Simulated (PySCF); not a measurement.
# C₂H₁₀B₂N₂: runs on many settings

Which settings matter for C₂H₁₀B₂N₂ (`CB(C)NBN`), and how do bad ones show?

The runs use PySCF 2.14.0, with density-fitted response routines of our own; the level of theory stands in each step. All values are computed, except where a source is named. Atoms count from 0, in the outputs and in this text.

## Step 1: Starting geometry

16 atoms, charge 0, multiplicity 1; geometry from: GFN2-xTB.

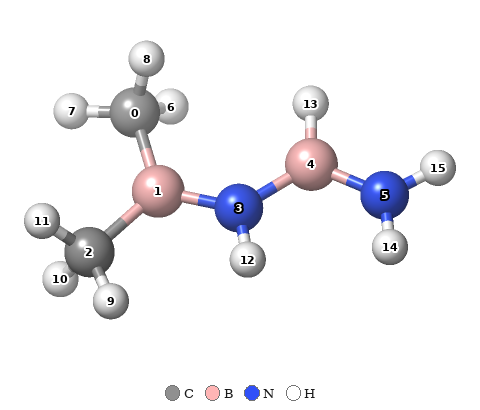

As it starts; carbon grey, boron pink, nitrogen blue, hydrogen white, atoms numbered; sticks join atoms by distance.

## Step 2: Shielding tensors: PBE0/pcSseg-1

Job settings and geometry (Å):

```
{"job": {"kind": "nmr", "xc": "PBE0", "basis": "pcSseg-1"}, "charge": 0, "multiplicity": 1}
C     -1.447498     1.244554     0.174966
B     -0.786952    -0.184934    -0.032194
C     -1.719671    -1.461211    -0.213860
N      0.609625    -0.343395    -0.054249
B      1.665735     0.612044     0.088806
N      2.988392     0.175261     0.028962
H     -1.040800     1.978739    -0.516168
H     -2.527780     1.232885     0.051003
H     -1.240740     1.620740     1.175103
H     -1.175613    -2.403293    -0.258730
H     -2.302359    -1.380390    -1.130569
H     -2.441705    -1.537541     0.597475
H      0.934639    -1.292777    -0.190388
H      1.444670     1.746836     0.256462
H      3.253666    -0.785449    -0.111261
H      3.778793     0.786873     0.123233
```

Method: GIAO PBE0/pcSseg-1 NMR shielding, non-relativistic, gas phase.

Run with:

```sh
OMP_NUM_THREADS=1 python probes_run.py task.json out
```

This one command runs all jobs of the session in turn.

Standard output:

```text
coarse grid: 12672 points
cycle   1  E = -241.1300992574  dE =  4.739e-01  |g| = 6.052e-01  |ddm| = 3.274e+00
cycle   2  E = -241.1111628409  dE =  1.894e-02  |g| = 6.866e-01  |ddm| = 1.025e+00
cycle   3  E = -241.2215552705  dE = -1.104e-01  |g| = 5.829e-02  |ddm| = 5.431e-01
cycle   4  E = -241.2221805284  dE = -6.253e-04  |g| = 2.536e-02  |ddm| = 5.288e-02
cycle   5  E = -241.2223173029  dE = -1.368e-04  |g| = 5.291e-03  |ddm| = 1.815e-02
cycle   6  E = -241.2223239517  dE = -6.649e-06  |g| = 1.493e-03  |ddm| = 4.960e-03
final grid: 120536 points
cycle   7  E = -241.2484362900  dE = -3.789e-05  |g| = 9.836e-03  |ddm| = 2.425e-02
cycle   8  E = -241.2484273288  dE =  8.961e-06  |g| = 1.194e-02  |ddm| = 1.476e-02
cycle   9  E = -241.2484584543  dE = -3.113e-05  |g| = 8.818e-04  |ddm| = 7.590e-03
cycle  10  E = -241.2484586328  dE = -1.785e-07  |g| = 1.914e-04  |ddm| = 7.237e-04
cycle  11  E = -241.2484586404  dE = -7.579e-09  |g| = 6.397e-05  |ddm| = 1.680e-04
cycle  12  E = -241.2484586412  dE = -8.599e-10  |g| = 1.674e-05  |ddm| = 4.619e-05
converged SCF energy = -241.2484586412

GIAO shielding tensors (ppm)
atom      isotropic    diamagn.    paramagn.     s11        s22        s33       span
  0 C      182.979     252.709     -69.730    174.732    183.572    190.631     15.899
  1 B       48.330     190.321    -141.990      3.519     28.735    112.737    109.218
  2 C      174.764     253.332     -78.568    164.290    165.377    194.624     30.334
  3 N      110.795     321.960    -211.165      1.866    139.941    190.578    188.712
  4 B       74.459     196.910    -122.451     43.266     65.526    114.585     71.319
  5 N      182.286     316.705    -134.419    111.629    205.271    229.958    118.329
  6 H       31.134      31.833      -0.699     26.597     29.975     36.828     10.231
  7 H       31.345      31.000       0.345     27.171     30.269     36.594      9.424
  8 H       31.279      31.432      -0.153     27.097     29.591     37.149     10.052
  9 H       31.781      32.191      -0.410     27.694     30.341     37.309      9.614
 10 H       31.028      30.582       0.446     27.590     29.151     36.344      8.754
 11 H       31.007      30.639       0.368     27.339     29.500     36.181      8.843
 12 H       26.669      35.043      -8.374     22.251     28.032     29.724      7.473
 13 H       27.195      32.507      -5.312     24.765     26.914     29.907      5.142
 14 H       28.922      31.430      -2.508     23.640     26.912     36.214     12.574
 15 H       28.505      28.982      -0.477     23.133     25.360     37.022     13.890
```

Wall time 14 s (1 thread of Arm Neoverse V1, shared host); peak memory 0.71 GiB.

The references, computed at this level on geometries of the same kind, shield at (ppm): 1H TMS 31.72, 13C TMS 186.9, 15N NH3 267.7, 11B BF3·OEt2 100.1. Their shielding less the atom's gives the shift. The references are single molecules in the gas phase, so shifts against H2O, NH3, PH3, H3PO4 or CFCl3 are not on the usual liquid scales and can be off by tens of ppm. Atoms listed in one row are averaged.

```
                   atoms                              environment  σ (ppm)  δ (ppm)  δ scaled to CDCl3
                  C0, C2                methyl carbon bonded to B    178.9      8.1                5.9
                     H12     hydrogen on a nitrogen bonded to 2 B    26.67     5.05                  –
                     H13        hydrogen on a boron bonded to 2 N    27.20     4.52                  –
                H14, H15       hydrogen on a nitrogen bonded to B    28.71     3.00                  –
H6, H7, H8, H9, H10, H11  hydrogen on a methyl carbon bonded to B    31.26     0.45               0.53
                      B1                   boron bonded to 2 C, N     48.3     51.7                  –
                      B4                   boron bonded to 2 N, H     74.5     25.6                  –
                      N3                nitrogen bonded to 2 B, H    110.8    156.9                  –
                      N5                nitrogen bonded to B, 2 H    182.3     85.4                  –
```

The scaled column applies a straight-line fit of computed shieldings to shifts measured in CDCl3 (root-mean-square error 0.16 ppm for H, 1.9 ppm for C).

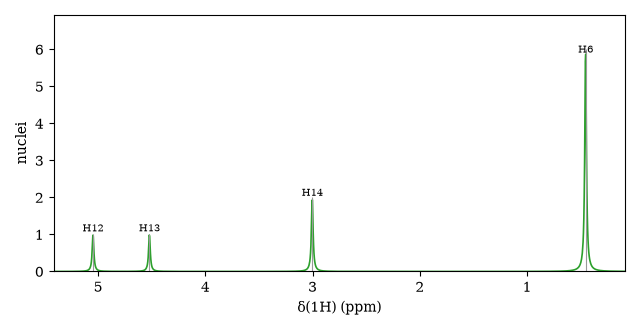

1H lines at the computed shifts, without couplings. Lines are broadened to a width of 0.02 ppm (Lorentzian).

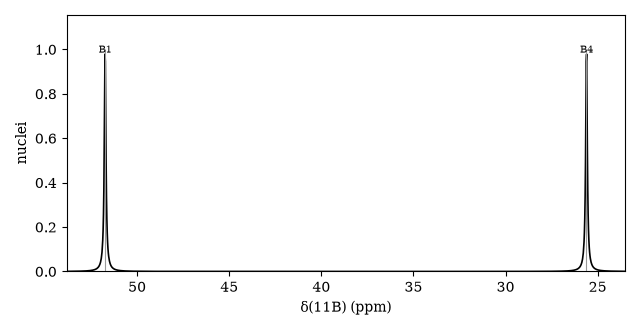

11B lines at the computed shifts, without couplings. Lines are broadened to a width of 0.10 ppm (Lorentzian).

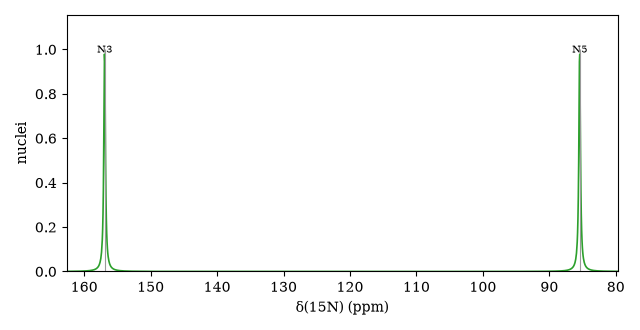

15N lines at the computed shifts, without couplings. Lines are broadened to a width of 0.29 ppm (Lorentzian).

Charges from the same density, by scheme (e):

```
 atoms  Mulliken    IAO  Hirshfeld  ESP fit
C0, C2     -0.52  -0.58      -0.20    -0.75
    B1      0.44   0.32       0.20     0.81
    N3     -0.51  -0.45      -0.23    -0.84
    B4      0.32   0.18       0.15     0.56
    N5     -0.47  -0.56      -0.25    -0.99
```

IAO charges:

C0 -0.58; B1 0.32; C2 -0.58; N3 -0.45; B4 0.18; N5 -0.56; H6 0.15; H7 0.14; H8 0.16; H9 0.13; H10 0.16; H11 0.15; H12 0.25; H13 0.00; H14 0.26; H15 0.27

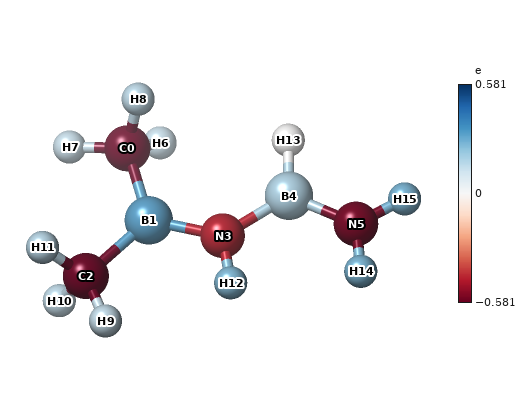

IAO charges, as colours on the atoms.

Mayer bond orders: C0–B1 1.02, B1–C2 1.02, B1–N3 1.24, N3–B4 1.09, B4–N5 1.31.

## Step 3: Excited states and response: PBE0/def2-SVPD

Settings changed since step 2:

```diff
@@ -1,2 +1,2 @@
-{"job": {"kind": "nmr", "xc": "PBE0", "basis": "pcSseg-1"}, "charge": 0, "multiplicity": 1}
+{"job": {"kind": "uv", "xc": "PBE0", "basis": "def2-SVPD", "nstates": 6, "ntriplets": 2}, "charge": 0, "multiplicity": 1}
 C     -1.447498     1.244554     0.174966
```

Level: TDDFT PBE0/def2-SVPD, vertical, gas phase, core orbitals frozen in the response.

Standard output:

```text
coarse grid: 12672 points
cycle   1  E = -241.0048894467  dE =  4.212e-01  |g| = 5.879e-01  |ddm| = 8.472e+00
cycle   2  E = -240.9811890201  dE =  2.370e-02  |g| = 6.789e-01  |ddm| = 2.769e+00
cycle   3  E = -241.0936303743  dE = -1.124e-01  |g| = 5.737e-02  |ddm| = 1.264e+00
cycle   4  E = -241.0942485429  dE = -6.182e-04  |g| = 2.607e-02  |ddm| = 1.351e-01
cycle   5  E = -241.0944026352  dE = -1.541e-04  |g| = 4.698e-03  |ddm| = 3.664e-02
cycle   6  E = -241.0944079600  dE = -5.325e-06  |g| = 1.518e-03  |ddm| = 1.375e-02
final grid: 120536 points
cycle   7  E = -241.1201318508  dE = -4.026e-05  |g| = 9.477e-03  |ddm| = 1.629e-01
cycle   8  E = -241.1201224632  dE =  9.388e-06  |g| = 1.161e-02  |ddm| = 3.888e-02
cycle   9  E = -241.1201533199  dE = -3.086e-05  |g| = 8.704e-04  |ddm| = 1.502e-02
cycle  10  E = -241.1201534964  dE = -1.765e-07  |g| = 1.795e-04  |ddm| = 1.717e-03
cycle  11  E = -241.1201535035  dE = -7.132e-09  |g| = 6.086e-05  |ddm| = 4.032e-04
cycle  12  E = -241.1201535043  dE = -8.164e-10  |g| = 1.684e-05  |ddm| = 1.623e-04
converged SCF energy = -241.1201535043

Static polarisability (au): isotropic 71.074, principal 53.518 70.540 89.164

Singlet excitations
state   eV       nm        f      main configurations
  1   6.6676    186.0   0.00729   H->L+1 0.62, H->L 0.33
  2   6.8958    179.8   0.00071   H-1->L 0.65, H-1->L+1 0.31
  3   6.9688    177.9   0.44204   H->L 0.63, H->L+1 0.34
  4   7.3911    167.7   0.01902   H->L+2 0.89
  5   7.5549    164.1   0.04138   H-1->L+1 0.60, H-1->L 0.28, H-1->L+2 0.11
  6   7.8416    158.1   0.00114   H->L+3 0.89

Triplet excitations (Tamm-Dancoff, eV): 5.8742 6.4137
```

Wall time 23 s (1 thread of Arm Neoverse V1, shared host); peak memory 0.81 GiB.

Frontier orbitals and where they lie:

```
orbital     eV                       atoms
 HOMO−3  -9.59   C0 21 %, C2 18 %, B1 17 %
 HOMO−2  -9.38   N3 30 %, N5 28 %, B4 18 %
 HOMO−1  -8.23   C0 24 %, B1 24 %, C2 24 %
   HOMO  -7.62    N5 40 %, N3 31 %, B4 8 %
   LUMO   0.30    B4 25 %, B1 24 %, N3 9 %
 LUMO+1   0.31   B4 31 %, B1 20 %, H14 7 %
 LUMO+2   0.84  B1 26 %, B4 14 %, H15 11 %
```

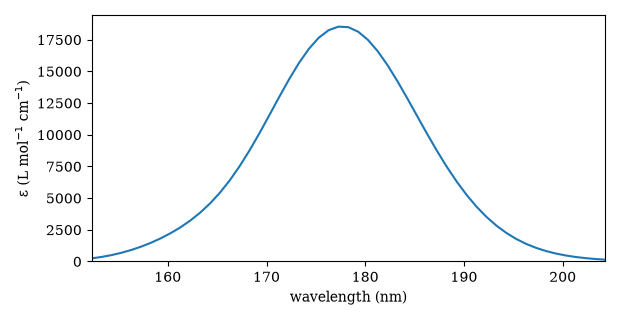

Absorption spectrum: each of the 6 states is a Gaussian band of 0.4 eV half-width at 1/e. Beyond the last state computed it falls off for lack of states.

Ground-state properties from the same run:

```
           property  computed
  dipole moment (D)      2.27
polarisability (Å³)     10.53
 HOMO–LUMO gap (eV)      7.92
      −ε(HOMO) (eV)      7.62
```

## Step 4: NMR shieldings: wB97X-D/def2-SVPD

Settings changed since step 3:

```diff
@@ -1,2 +1,2 @@
-{"job": {"kind": "uv", "xc": "PBE0", "basis": "def2-SVPD", "nstates": 6, "ntriplets": 2}, "charge": 0, "multiplicity": 1}
+{"job": {"kind": "nmr", "xc": "wB97X-D", "basis": "def2-SVPD", "pop": false}, "charge": 0, "multiplicity": 1}
 C     -1.447498     1.244554     0.174966
```

Level: GIAO wB97X-D/def2-SVPD NMR shielding, non-relativistic, gas phase.

Standard output:

```text
coarse grid: 12672 points
cycle   1  E = -241.2515221771  dE =  6.324e-01  |g| = 5.040e-01  |ddm| = 7.625e+00
cycle   2  E = -241.2808640921  dE = -2.934e-02  |g| = 4.178e-01  |ddm| = 1.495e+00
cycle   3  E = -241.3178858408  dE = -3.702e-02  |g| = 4.378e-02  |ddm| = 6.367e-01
cycle   4  E = -241.3183304993  dE = -4.447e-04  |g| = 2.432e-02  |ddm| = 2.210e-01
cycle   5  E = -241.3184748628  dE = -1.444e-04  |g| = 3.030e-03  |ddm| = 5.831e-02
cycle   6  E = -241.3184774489  dE = -2.586e-06  |g| = 1.429e-03  |ddm| = 1.892e-02
final grid: 120536 points
cycle   7  E = -241.3468701149  dE = -7.748e-05  |g| = 8.267e-03  |ddm| = 1.873e-01
cycle   8  E = -241.3468730359  dE = -2.921e-06  |g| = 7.773e-03  |ddm| = 3.542e-02
cycle   9  E = -241.3468852077  dE = -1.217e-05  |g| = 5.084e-04  |ddm| = 9.434e-03
cycle  10  E = -241.3468852779  dE = -7.024e-08  |g| = 2.510e-04  |ddm| = 3.390e-03
cycle  11  E = -241.3468852972  dE = -1.933e-08  |g| = 3.426e-05  |ddm| = 1.263e-03
cycle  12  E = -241.3468852978  dE = -5.797e-10  |g| = 1.643e-05  |ddm| = 2.139e-04
converged SCF energy = -241.3468852978

GIAO shielding tensors (ppm)
atom      isotropic    diamagn.    paramagn.     s11        s22        s33       span
  0 C      191.870     238.682     -46.812    185.617    192.922    197.071     11.454
  1 B       59.576     222.374    -162.798     19.109     40.475    119.144    100.035
  2 C      184.800     251.931     -67.132    175.413    177.067    201.919     26.507
  3 N      138.765     274.741    -135.976     41.264    160.541    214.490    173.226
  4 B       82.135     230.299    -148.164     52.598     72.918    120.889     68.290
  5 N      202.157     274.466     -72.309    139.403    227.431    239.638    100.235
  6 H       31.434      29.639       1.795     27.069     30.303     36.931      9.863
  7 H       31.545      30.785       0.760     27.519     30.550     36.566      9.047
  8 H       31.603      29.811       1.793     27.583     30.028     37.200      9.617
  9 H       31.975      34.806      -2.831     27.973     30.697     37.254      9.281
 10 H       31.363      27.887       3.475     27.977     29.750     36.361      8.383
 11 H       31.298      27.033       4.264     27.701     29.971     36.221      8.520
 12 H       27.102      38.860     -11.758     22.534     28.690     30.081      7.546
 13 H       27.324      31.574      -4.250     25.178     26.894     29.900      4.722
 14 H       29.272      29.148       0.125     24.175     27.341     36.301     12.127
 15 H       28.912      32.868      -3.956     23.705     25.903     37.128     13.423
```

It took 24 s on 1 thread of Arm Neoverse V1, shared host; peak memory 0.85 GiB.

This run: σ C0 188.3, B1 59.6, B4 82.1, N3 138.8, H12 27.10, H13 27.32 ppm (means over like atoms).

## Step 5: NMR shieldings: HSE06/pcseg-1

Settings changed since step 4:

```diff
@@ -1,2 +1,2 @@
-{"job": {"kind": "nmr", "xc": "wB97X-D", "basis": "def2-SVPD", "pop": false}, "charge": 0, "multiplicity": 1}
+{"job": {"kind": "nmr", "xc": "HSE06", "basis": "pcseg-1", "pop": true, "scf": {"conv": 1e-08}}, "charge": 0, "multiplicity": 1}
 C     -1.447498     1.244554     0.174966
```

Level: GIAO HSE06/pcseg-1 NMR shielding, non-relativistic, gas phase.

Standard output:

```text
final grid: 120536 points
cycle   1  E = -241.1622874890  dE =  4.310e-01  |g| = 5.825e-01  |ddm| = 3.630e+00
cycle   2  E = -241.1305285407  dE =  3.176e-02  |g| = 6.923e-01  |ddm| = 1.215e+00
cycle   3  E = -241.2499832031  dE = -1.195e-01  |g| = 5.966e-02  |ddm| = 6.731e-01
cycle   4  E = -241.2506829710  dE = -6.998e-04  |g| = 2.477e-02  |ddm| = 6.461e-02
cycle   5  E = -241.2508174097  dE = -1.344e-04  |g| = 6.108e-03  |ddm| = 2.214e-02
cycle   6  E = -241.2508265616  dE = -9.152e-06  |g| = 1.655e-03  |ddm| = 6.669e-03
cycle   7  E = -241.2508271874  dE = -6.258e-07  |g| = 5.212e-04  |ddm| = 1.548e-03
cycle   8  E = -241.2508272466  dE = -5.922e-08  |g| = 1.054e-04  |ddm| = 4.656e-04
cycle   9  E = -241.2508272494  dE = -2.732e-09  |g| = 1.906e-05  |ddm| = 1.114e-04
converged SCF energy = -241.2508272494

GIAO shielding tensors (ppm)
atom      isotropic    diamagn.    paramagn.     s11        s22        s33       span
  0 C      191.191     252.062     -60.871    183.973    191.537    198.063     14.090
  1 B       56.527     193.091    -136.564     11.596     40.546    117.441    105.845
  2 C      183.408     252.924     -69.516    172.613    174.799    202.813     30.200
  3 N      123.878     317.392    -193.513     16.027    150.961    204.647    188.620
  4 B       83.051     200.762    -117.712     55.948     71.861    121.344     65.396
  5 N      192.056     313.902    -121.846    122.522    219.043    234.602    112.080
  6 H       31.241      31.913      -0.672     26.704     30.131     36.887     10.183
  7 H       31.425      31.167       0.258     27.232     30.355     36.690      9.458
  8 H       31.390      31.513      -0.122     27.219     29.748     37.204      9.985
  9 H       31.897      32.192      -0.294     27.832     30.446     37.414      9.582
 10 H       31.141      30.704       0.437     27.728     29.259     36.436      8.708
 11 H       31.108      30.769       0.339     27.455     29.595     36.275      8.819
 12 H       26.913      34.299      -7.385     22.522     28.266     29.951      7.429
 13 H       27.165      32.828      -5.663     24.720     27.020     29.755      5.035
 14 H       29.154      30.956      -1.802     23.987     27.065     36.411     12.423
 15 H       28.680      28.711      -0.031     23.385     25.465     37.191     13.806
```

Run time: 21 s. Hardware: 1 thread of Arm Neoverse V1, shared host; peak memory 0.71 GiB.

Key values: σ C0 187.3, B1 56.5, B4 83.1, N3 123.9, H12 26.91, H13 27.16 ppm (means over like atoms).

## Step 6: J couplings: PBE0/cc-pVDZ-PP

Settings changed since step 5:

```diff
@@ -1,2 +1,2 @@
-{"job": {"kind": "nmr", "xc": "HSE06", "basis": "pcseg-1", "pop": true, "scf": {"conv": 1e-08}}, "charge": 0, "multiplicity": 1}
+{"job": {"kind": "j", "xc": "PBE0", "basis": "cc-pVDZ-PP", "scf": {"diis": false, "max_cycle": 56}}, "charge": 0, "multiplicity": 1}
 C     -1.447498     1.244554     0.174966
```

With the program's defaults for keys left out, this is: PBE0/cc-pVDZ-PP.

Standard output:

```text
KeyError: 'Element c (Z=6) not found in basis cc-pVDZ-PP version 0'
```

It took 0.01 s on 1 thread of Arm Neoverse V1, shared host.

Diagnosis: The basis cc-pVDZ-PP has no functions for an element of the molecule, so the input was refused before any integral. The remedy is to choose a basis that covers all elements.

## Step 7: Side by side: NMR shifts

Shifts (ppm), means over like atoms, with basis size and wall time:

```
              run   C0   H12   H13   H14    H6     N3    N5  functions  time
    PBE0/pcSseg-1  8.1  5.05  4.52  3.00  0.45  156.9  85.4        152  14 s
wB97X-D/def2-SVPD  6.1  4.89  4.67  2.90  0.46  129.7  66.3        200  24 s
    HSE06/pcseg-1  9.1  4.96  4.71  2.95  0.50  146.7  78.5        134  21 s
```

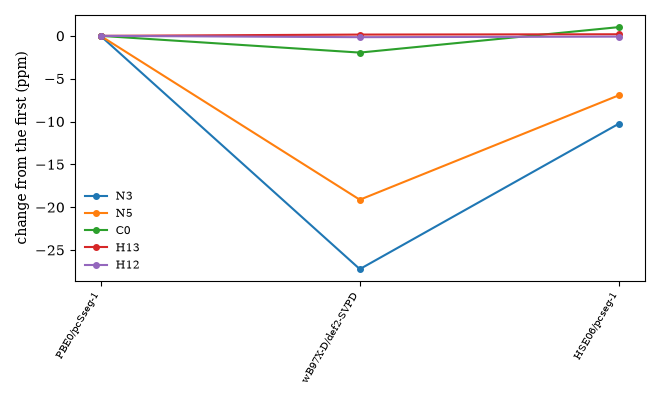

How five of the tabulated atoms move from run to run.

## Step 8: What came out

| quantity | value |
| --- | --- |
| 13C shifts against TMS (PBE0/pcSseg-1, means over atoms taken as alike) | 8.1 ppm |
| 1H shifts against TMS (PBE0/pcSseg-1, means over atoms taken as alike) | 5.05, 4.52, 3.00, 0.45 ppm |
| 11B shifts against BF3·OEt2 (PBE0/pcSseg-1) | 51.7, 25.6 ppm |
| 15N shifts against NH3 (PBE0/pcSseg-1) | 156.9, 85.4 ppm |
| lowest singlet (PBE0/def2-SVPD) | 6.67 eV (186 nm), f = 0.007 |
| brightest single state of those computed | state 3, 6.97 eV, f = 0.442 |
| lowest triplet | 5.87 eV |
| range of the shift of N3 | 129.7 to 156.9 ppm |
| property runs in this session | 5, of which 1 failed and 0 gave unsound results |

Single values in the summary come from the first sound run of each kind (PBE0/pcSseg-1; PBE0/def2-SVPD), which need not be the best level. At PBE0/pcSseg-1: The largest span, 189 ppm, is at N3, where the paramagnetic term is -211 ppm. The lowest singlet, at 6.67 eV, is HOMO→LUMO+1 0.62, HOMO→LUMO 0.33 and is weak; of the 6 states computed, the strongest absorption comes from state 3 at 6.97 eV. The lowest triplet lies 0.79 eV below the lowest singlet (triplets in Tamm-Dancoff, singlets in full TDDFT). Among the atoms with a shift in every run: Across the 3 runs the shift of N3 moves most, between 129.7 (wB97X-D/def2-SVPD) and 156.9 ppm (PBE0/pcSseg-1).
